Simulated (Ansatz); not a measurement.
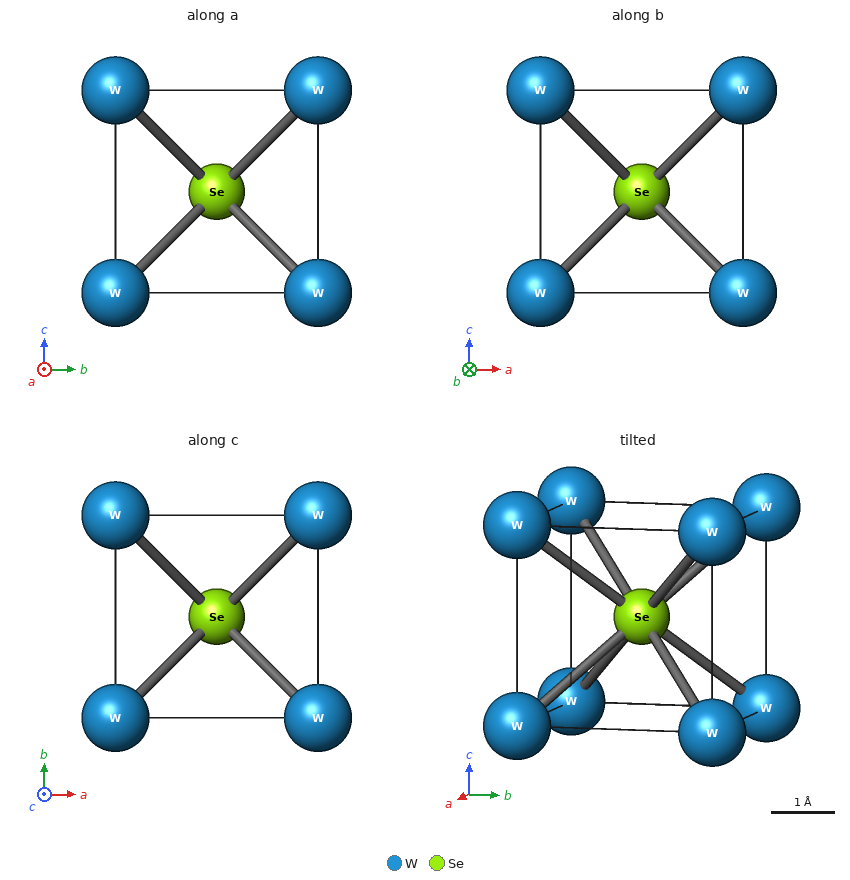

View along the a axis, along the b axis, along the c axis and slightly off an axis, drawn as a ball-and-stick model. One conventional unit cell is framed, with atoms on its boundary repeated.

Lattice parameters: a = 3.232 Å, b = 3.232 Å, c = 3.232 Å, α = 90.00°, β = 90.00°, γ = 90.00°. Put a along x and b in the xy plane.

> Give the atomic positions as a POSCAR file.

```
W Se
1.0
     3.232    0.000    0.000
     0.000    3.232    0.000
     0.000    0.000    3.232
W Se
1 1
Direct
  0.0000 0.0000 0.0000
  0.5000 0.5000 0.5000
```

The cell started as a structure type filled with these elements by a generator (whether the compound takes this form wasn't checked). Earlier steps of the study, as a rule a relaxation of our own, may have changed the cell and positions, so they can lie some per cent off the listed ones. It was the input of a calculation with Ansatz.

At this level of theory the run's own cell isn't at rest (stretched, at -20 GPa), so its distances can differ from those at equilibrium, the more so the softer the solid.
